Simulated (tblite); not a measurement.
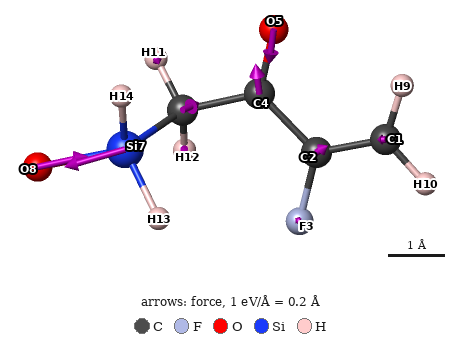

Starting geometry of C4H6FO2Si (multiplicity 2) with the computed forces as purple arrows. Style: ball-and-stick. Shown at a tilt.

Computed with tblite, GFN2-xTB geometry optimisation, gas phase. 

Q: Is this structure relaxed? If not, where do the atoms go?

A: It isn't relaxed: the largest force vector, on the Si atom, is 5.75 eV/Å. The final displacements follow the starting forces only in part (cosine between the two patterns 0.40). The atom that moves furthest after the best rigid fit is an O atom (0.41 Å). Largest moves by element: O 0.41 Å, Si 0.29 Å, C 0.27 Å, H 0.26 Å, F 0.23 Å. Among the contacts that change: C–Si 1.865 → 2.387 Å, O–Si 1.710 → 1.518 Å, C–Si 2.772 → 2.899 Å, C–C 1.500 → 1.430 Å. Among the angles between lasting bonds that change: O–Si–H 109.4° → 124.1°, O–Si–H 109.5° → 123.1°, C–C–H 110.3° → 120.3°. Over 82 geometry steps the energy falls by 104.1 kJ/mol. Cost: 0.46 s on 1 thread of Arm Neoverse V2, on a shared host.
